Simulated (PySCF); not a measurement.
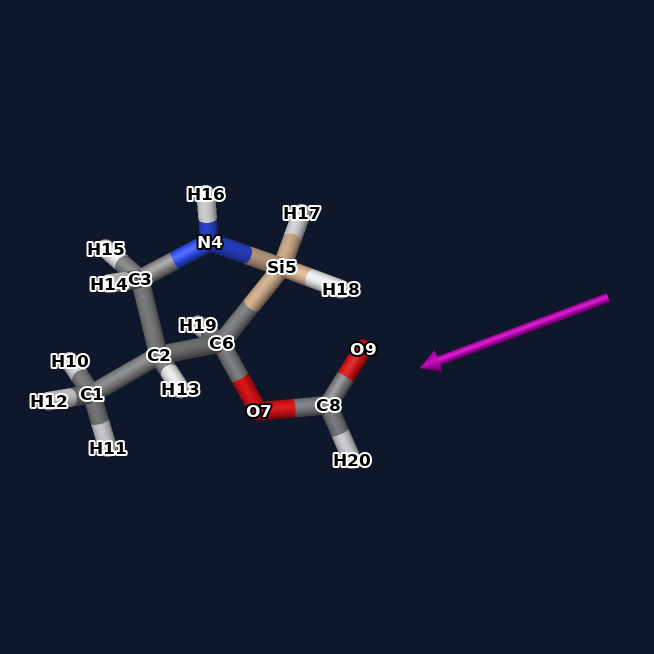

The arrow beside the molecule shows the direction of the dipole moment, from the negative to the positive end (its length means nothing). The computed structure is the end point of a GFN2-xTB optimisation. No frequency run is at hand to confirm it as a minimum. Method: PBE0/pcSseg-1, gas phase (PySCF 2.14.0).

How large is the dipole moment?

2.07 D; it points from the side of O9 to the side of H12 (the outermost atoms at the two ends).

The geometry is semi-empirical. Around Si such bond lengths and angles can be off by a tenth of an ångström or more and by several degrees, and values that hang on the shape move with them.
